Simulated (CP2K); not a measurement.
# GaBH3ClO (SMILES O[B](Cl)[GaH2]) at PM3

Aim: the energy change on altering one bond length of GaBH3ClO at PM3, from 2 runs. 

The results are computed with CP2K 2026.2.

2 further runs of the same task are left out: 2 that didn't finish.

**1. Starting point**

GaBH3ClO: 7 atoms, total charge 0, spin state singlet. As SMILES, `O[B](Cl)[GaH2]`. The shape is that of a PBE0-D4/def2-TZVP optimisation. This is one conformer, not always the lowest.

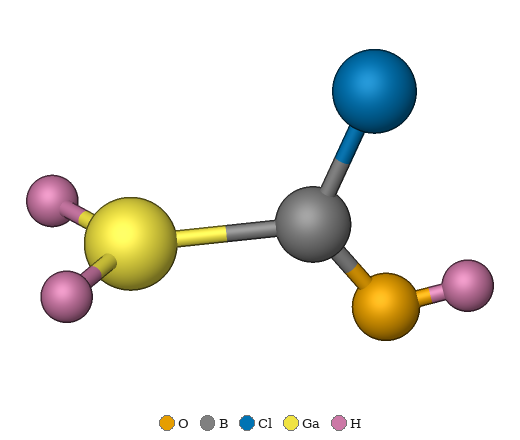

Viewed from a chosen angle; oxygen amber, boron grey, chlorine blue, gallium yellow, hydrogen pink.

**2. A single-point energy at PM3**

job.inp

```
&FORCE_EVAL
    METHOD Quickstep
    &DFT
        # Quickstep
        &QS
            METHOD PM3
            EPS_DEFAULT 1.0E-10
            &SE
                &COULOMB
                    CUTOFF [angstrom] 50
                    RC_RANGE [angstrom] 0
                &END COULOMB
                &EXCHANGE
                    CUTOFF [angstrom] 50
                    RC_RANGE [angstrom] 0
                &END EXCHANGE
            &END SE
        &END QS
        # no periodic images
        &POISSON
            PERIODIC NONE
            POISSON_SOLVER ANALYTIC
        &END POISSON
        # SCF settings
        &SCF
            SCF_GUESS ATOMIC
            EPS_SCF 1.0E-07
            MAX_SCF 30
            &OT
                MINIMIZER DIIS
                PRECONDITIONER FULL_ALL
            &END OT
            &OUTER_SCF
                EPS_SCF 1.0E-07
                MAX_SCF 10
            &END OUTER_SCF
        &END SCF
        # extra output
        &PRINT
            &MOMENTS
                PERIODIC F
                REFERENCE COM
                MAX_MOMENT 1
            &END MOMENTS
            &MO_CUBES
                NLUMO 3
                NHOMO -1
                WRITE_CUBE F
            &END MO_CUBES
            &HIRSHFELD OFF
            &END HIRSHFELD
        &END PRINT
    &END DFT
    # structure
    &SUBSYS
        &CELL
            ABC 12.2 14.4 12.1
            PERIODIC NONE
        &END CELL
        &COORD
            O     -0.845500    -1.229100     0.927100
            B     -0.031900    -0.664900     0.017900
            Cl     0.899000    -1.736200    -1.070500
            Ga     0.202400     1.406200    -0.190800
            H     -0.850900    -2.194300     0.905900
            H     -0.691300     2.232500    -1.186100
            H      1.318000     2.185900     0.596500
        &END COORD
        &TOPOLOGY
            &CENTER_COORDINATES
            &END CENTER_COORDINATES
        &END TOPOLOGY
    &END SUBSYS
&END FORCE_EVAL

&GLOBAL
    PROJECT_NAME job
    RUN_TYPE ENERGY
    PRINT_LEVEL MEDIUM
&END GLOBAL
```

The run is started by

```
$ OMP_NUM_THREADS=1 cp2k.psmp job.inp > job.out
```

Standard output:

```text
CP2K| version string:                                       CP2K version 2026.2
[...]
 GLOBAL| Method name                                                        CP2K
[...]
 GLOBAL| Run type                                                         ENERGY
[...]
                             - Atoms:                                          7
[...]
                             - Spherical basis functions:                     19
[...]
 Number of electrons:                                                         22
[...]
     1 OT DIIS     0.15E+00    0.0     0.28554407       -25.4016779784 -2.54E+01
[...]
    10 OT DIIS     0.15E+00    0.0     0.00000009       -28.4851199197 -2.02E-12
  *** SCF run converged in    10 steps ***
  Core-core repulsion energy [eV]:                           1013.50076462231880
  Core Hamiltonian energy [eV]:                             -1195.91491100258372
  Two-electron integral energy [eV]:                        -1185.41077190726810
  Electronic energy [eV]:                                   -1788.62029695621800
  Total energy [eV]:                                         -775.11953233389897
  Atomic reference energy [eV]:                               772.53341307389792
  Heat of formation [kcal/mol]:                               -59.63733161930297
[...]
 SE_DIPOLE| Moment [Debye]          0.83812582       1.30010603      -0.91608259
 SE_DIPOLE| Derivative [a.u.]       0.00000000       0.00000000       0.00000000
 *** WARNING in qs_scf_post_se.F:140 :: Printing of MO cube files not ***
 *** implemented for Semi-Empirical method.                           ***
 ENERGY| Total FORCE_EVAL ( QS ) energy [hartree]            -28.485119919659731
[...]
```

Run time: 0.46 s. Hardware: 1 thread of Arm Neoverse V2, shared host.

**3. The distorted shape, same level**

molecule.inp

```
&GLOBAL
   PROJECT molecule
   RUN_TYPE ENERGY
   PRINT_LEVEL MEDIUM
&END GLOBAL

&FORCE_EVAL
   METHOD Quickstep
   &DFT
      &QS
         METHOD PM3
         EPS_DEFAULT 1.0E-10
         &SE
            &COULOMB
               CUTOFF [angstrom] 50
               RC_RANGE [angstrom] 0
            &END COULOMB
            &EXCHANGE
               CUTOFF [angstrom] 50
               RC_RANGE [angstrom] 0
            &END EXCHANGE
         &END SE
      &END QS
      &POISSON
         PERIODIC NONE
         POISSON_SOLVER ANALYTIC
      &END POISSON
      &SCF
         SCF_GUESS ATOMIC
         EPS_SCF 1.0E-07
         MAX_SCF 30
         &OT
            MINIMIZER DIIS
            PRECONDITIONER FULL_ALL
         &END OT
         &OUTER_SCF
            EPS_SCF 1.0E-07
            MAX_SCF 10
         &END OUTER_SCF
      &END SCF
      &PRINT
         &MOMENTS
            PERIODIC F
            REFERENCE COM
            MAX_MOMENT 1
         &END MOMENTS
         &MO_CUBES
            NLUMO 3
            NHOMO -1
            WRITE_CUBE F
         &END MO_CUBES
         &HIRSHFELD OFF
         &END HIRSHFELD
      &END PRINT
   &END DFT
   &SUBSYS
      &CELL
         ABC 12.2 14.4 12.3
         PERIODIC NONE
      &END CELL
      &COORD
         O     -1.124769    -0.907711     1.253619
         B     -0.311169    -0.343511     0.344419
         Cl     0.899000    -1.736200    -1.070500
         Ga    -0.076869     1.727589     0.135719
         H     -1.130169    -1.872911     1.232419
         H     -0.970569     2.553889    -0.859581
         H      1.038731     2.507289     0.923019
      &END COORD
      &TOPOLOGY
         &CENTER_COORDINATES
         &END CENTER_COORDINATES
      &END TOPOLOGY
   &END SUBSYS
&END FORCE_EVAL
```

The run is started by

```
$ OMP_NUM_THREADS=1 cp2k.psmp molecule.inp > molecule.out
```

Standard output:

```text
CP2K| version string:                                       CP2K version 2026.2
[...]
 GLOBAL| Method name                                                        CP2K
[...]
 GLOBAL| Run type                                                         ENERGY
[...]
                             - Atoms:                                          7
[...]
                             - Spherical basis functions:                     19
[...]
 Number of electrons:                                                         22
[...]
     1 OT DIIS     0.15E+00    0.0     0.28281129       -25.4951367013 -2.55E+01
[...]
    12 OT DIIS     0.15E+00    0.0     0.00000003       -28.4142510207 -6.96E-13
  *** SCF run converged in    12 steps ***
  Core-core repulsion energy [eV]:                            940.04056584168382
  Core Hamiltonian energy [eV]:                             -1202.25919276899140
  Two-electron integral energy [eV]:                        -1021.94492918607511
  Electronic energy [eV]:                                   -1713.23165736202895
  Total energy [eV]:                                         -773.19109152034514
  Atomic reference energy [eV]:                               772.53341307389792
  Heat of formation [kcal/mol]:                               -15.16642647393791
[...]
 SE_DIPOLE| Moment [Debye]          2.42140795      -0.25250612      -2.75921826
 SE_DIPOLE| Derivative [a.u.]       0.00000000       0.00000000       0.00000000
 *** WARNING in qs_scf_post_se.F:140 :: Printing of MO cube files not ***
 *** implemented for Semi-Empirical method.                           ***
 ENERGY| Total FORCE_EVAL ( QS ) energy [hartree]            -28.414251020682762
[...]
```

It took 0.44 s on 1 thread of Arm Neoverse V2, shared host.

**4. Results**

At PM3:

```
                                                          quantity           value
                                         first shape: total energy    -28.48512 Eh
                                        first shape: dipole moment          1.80 D
                                    first shape: heat of formation  -59.6 kcal/mol
                                     distorted shape: total energy    -28.41425 Eh
                                    distorted shape: dipole moment          3.68 D
                                distorted shape: heat of formation  -15.2 kcal/mol
energy change with the B2–Cl3 bond stretched from 1.789 to 2.325 Å        1.928 eV
```

With the B2–Cl3 bond stretched from 1.789 to 2.325 Å the energy rises by 1.93 eV (44 kcal/mol). The first shape isn't relaxed at this level, so the change isn't measured from a minimum.
